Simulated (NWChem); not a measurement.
# One shape, several levels: singlet [BCl2]+

Aim: a comparison of 6 runs (PBE/def2-TZVP, SVWN5/def2-TZVP, TPSS/def2-TZVP, r2SCAN/def2-TZVP, MP2/def2-TZVP, CCSD(T)/def2-TZVP) of singlet [BCl2]+. 

The results are computed with NWChem 7.3.0.

## Step 1: The molecule

The species is [BCl2]+ (3 atoms), meant as a singlet with charge +1. SMILES of the parent species: `Cl[B]Cl`. Geometry: relaxed at PBE0-D4/def2-TZVP. That shape belongs to the parent species and isn't relaxed for this state.

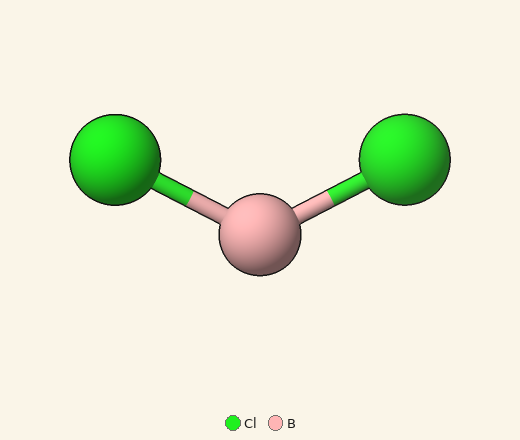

Viewed from a chosen angle; chlorine green, boron pink.

## Step 2: A single-point energy at PBE/def2-TZVP (run 1)

File run.py:

```python
from ase import Atoms
from ase.calculators.nwchem import NWChem

atoms = Atoms(['Cl', 'B', 'Cl'], positions=[
    [0.371500, -1.525600, 0.030000],
    [-0.463900, -0.050300, -0.256900],
    [0.081500, 1.511100, 0.213700],
])

calc = NWChem(
    label='job',
    theory='dft',
    memory='2200 mb',
    basis='def2-TZVP',
    basispar='spherical bse',
    charge=1,
    dft={'xc': 'xpbe96 cpbe96', 'mult': '1', 'grid': 'fine', 'convergence': 'energy 1e-08', 'iterations': '100', 'mulliken': None},
    task='energy',
)
atoms.calc = calc

print(f"energy = {atoms.get_potential_energy():.6f} eV")
print("dipole (e A):", atoms.get_dipole_moment().round(4))
```

Run with:

```
$ export ASE_NWCHEM_COMMAND="nwchem PREFIX.nwi > PREFIX.nwo"
$ python run.py
```

The program printed:

```text
energy = -25702.710238 eV
dipole (e A): [-0.1287 -0.0294 -0.073 ]
```

The calculator wrote job.nwi:

```
title "job"

permanent_dir job

scratch_dir job

start job

geometry units angstrom nocenter noautosym noautoz
  Cl 3.7150000000000000e-01 -1.5256000000000001e+00 2.9999999999999999e-02
  B  -4.6389999999999998e-01 -5.0299999999999997e-02 -2.5690000000000002e-01
  Cl 8.1500000000000003e-02 1.5111000000000001e+00 2.1370000000000000e-01
end

charge 1

memory 2200 mb

basis spherical bse noprint
   * library def2-TZVP
end

dft
  xc xpbe96 cpbe96
  mult 1
  grid fine
  convergence energy 1e-08
  iterations 100
  mulliken
end

task dft energy
```

job.nwo:

```text
Northwest Computational Chemistry Package (NWChem) 7.3.0
             --------------------------------------------------------

           Job information
           ---------------

    nwchem branch   = 7.3.0
    use scalapack   = T
    input           = job.nwi
    prefix          = job.
    data base       = job/job.db
    status          = startup
    nproc           =        1

           Memory information
           ------------------

[... 5 lines left out ...]
    hardfail = no
[... 104 lines left out ...]
          Convergence on energy requested:  1.00D-08
[... 22 lines left out ...]
          Convergence Information
[... 32 lines left out ...]
 1-e energy   =   -1467.500999
[... 42 lines left out ...]
      One electron energy =    -1496.694413066612
[... 8 lines left out ...]
                       DFT Final Molecular Orbital Analysis
[... 774 lines left out ...]
     Multipole analysis of the density
     ---------------------------------

     L   x y z        total         alpha         beta         nuclear
     -   - - -        -----         -----         ----         -------
     0   0 0 0      1.000000    -19.000000    -19.000000     39.000000

     1   1 0 0     -0.243189     -5.206375     -5.206375     10.169560
[... 8 lines of this table left out ...]
     2   0 0 2    -19.483224    -11.744334    -11.744334      4.005444

 Task  times  cpu:       15.1s     wall:       15.1s
 Total times  cpu:       15.2s     wall:       15.2s
```

It took 16 s on 1 thread of AMD EPYC 9R14 (Zen 4), shared host; peak memory 0.12 GiB.

## Step 3: The energy at SVWN5/def2-TZVP (run 2)

File sp.nw:

```
start sp
title "BCl2"
memory 2200 mb
charge 1

geometry noautosym nocenter noautoz
  Cl       0.371500      -1.525600       0.030000
  B       -0.463900      -0.050300      -0.256900
  Cl       0.081500       1.511100       0.213700
end

basis spherical bse
  * library def2-TZVP
end

dft
  xc slater vwn_5
  grid fine
  convergence energy 1e-08
  maxiter 100
  mulliken
  noprint "final vectors analysis"
end

task dft energy
```

Run with:

```
$ nwchem sp.nw > sp.out
```

The program printed:

```text
[...]
          Wavefunction type:  closed shell.
          No. of atoms     :     3
          No. of electrons :    38
[...]
          Charge           :     1
          Spin multiplicity:     1
[...]
          AO basis - number of functions:   105
[...]
              XC Information
              --------------
                        Slater Exchange Functional  1.000 local
                      VWN V Correlation Functional  1.000 local
[...]
 d= 0,ls=0.0,diis     1   -941.4375071969 -1.04D+03  2.23D-02  6.98D+00     1.5
[...]
 d= 0,ls=0.0,diis    12   -941.7303016385  4.72D-10  5.98D-07  9.13D-09    12.6
         Total DFT energy =     -941.730301638498
      One electron energy =    -1496.442671597710
           Coulomb energy =      509.252048171369
    Exchange-Corr. energy =      -56.898764088058
 Nuclear repulsion energy =      102.359085875901
[...]
      Total Density - Mulliken Population Analysis
     ---------------------------------------------
    Atom       Charge   Shell Charges
 -----------   ------   -------------------------------------------------------
    1 Cl  17    16.67   2.01  0.42  1.53  1.20  0.76  4.18  1.67  1.15  2.68  1.03  0.02  0.03  0.00
    2 B    5     4.65   0.90  1.07  0.55  0.42 -0.01  0.83  0.65  0.04  0.04  0.14  0.02
    3 Cl  17    16.67   2.01  0.42  1.53  1.20  0.76  4.18  1.67  1.15  2.68  1.03  0.02  0.03  0.00
[...]
```

It took 13 s on 1 thread of AMD EPYC 9R14 (Zen 4), shared host; peak memory 0.12 GiB.

Runs 3 to 5 aren't shown in full; the table further down has their settings and results.

## Step 4: The energy at CCSD(T)/def2-TZVP (run 6)

File job.nw:

```
start job
memory 2200 mb
charge 1

geometry units angstrom noautosym nocenter noautoz
  Cl       0.371500      -1.525600       0.030000
  B       -0.463900      -0.050300      -0.256900
  Cl       0.081500       1.511100       0.213700
end

basis spherical bse
  * library def2-TZVP
end

scf
  thresh 1e-08
  maxiter 80
end

ccsd
  freeze core 11
  maxiter 60
end

task ccsd(t) energy
```

Run with:

```
$ nwchem job.nw > job.out
```

The program printed:

```text
[...]
  functions       =   105
[...]
  wavefunction    = RHF
[...]
         Total SCF energy =   -943.413358280450
      One-electron energy =  -1496.335673280209
      Two-electron energy =    450.563229123858
 Nuclear repulsion energy =    102.359085875901
        Time for solution =     20.6s
[...]
 Total MP2 energy:           -943.857752125017441
[...]
             energy      energy      error      ampl     ampl      Block
                                                time     time      time
[...]
 Total CCSD energy:           -943.890770435703189
[...]
 Total CCSD+T(CCSD) energy:           -943.917730328153198
[...]
 Total CCSD(T) energy:                -943.916335187737332
[...]
```

Wall time 2.6 min (1 thread of AMD EPYC 9R14 (Zen 4), shared host); peak memory 0.26 GiB.

## Step 5: The series

| run | level | integration grid | iteration cap | energy (Eh) | HOMO energy (eV) | LUMO energy (eV) | HOMO–LUMO gap (eV) | wall time |
| --- | --- | --- | --- | --- | --- | --- | --- | --- |
| 1 | PBE/def2-TZVP | fine | 100 | -944.557187 | -14.95 | -11.87 | 3.07 | 16 s |
| 2 | SVWN5/def2-TZVP | fine | 100 | -941.730302 | – | – | – | 13 s |
| 3 | TPSS/def2-TZVP | fine | 100 | -945.015957 | -15.05 | -11.79 | 3.26 | 16 s |
| 4 | r2SCAN/def2-TZVP | fine | 100 | -944.888380 | -15.26 | -11.73 | 3.53 | 16 s |
| 5 | MP2/def2-TZVP | – | 80 | -943.857752 | -19.44 | -7.46 | 11.99 | 25 s |
| 6 | CCSD(T)/def2-TZVP | – | 80 | -943.916335 | -19.44 | -7.46 | 11.99 | 2.6 min |

## Step 6: Outcome

| quantity | value |
| --- | --- |
| run 6: total energy | -943.91634 Eh |
| run 6: HOMO energy (Hartree–Fock orbitals) | -19.44 eV |
| run 6: LUMO energy (Hartree–Fock orbitals) | -7.46 eV |
| run 6: HOMO–LUMO gap (Hartree–Fock orbitals) | 11.99 eV |
| run 6: correlation energy (11 core orbitals frozen) | -503.0 mEh |
| run 6: (T) correction | -25.56 mEh |

What this shows: Over runs 1, 3, 4 the HOMO–LUMO gap runs from 3.07 eV (PBE/def2-TZVP) to 3.53 eV (r2SCAN/def2-TZVP). Totals of different functionals can't be ranked against each other. All runs together took 4 min, the longest 2.6 min.
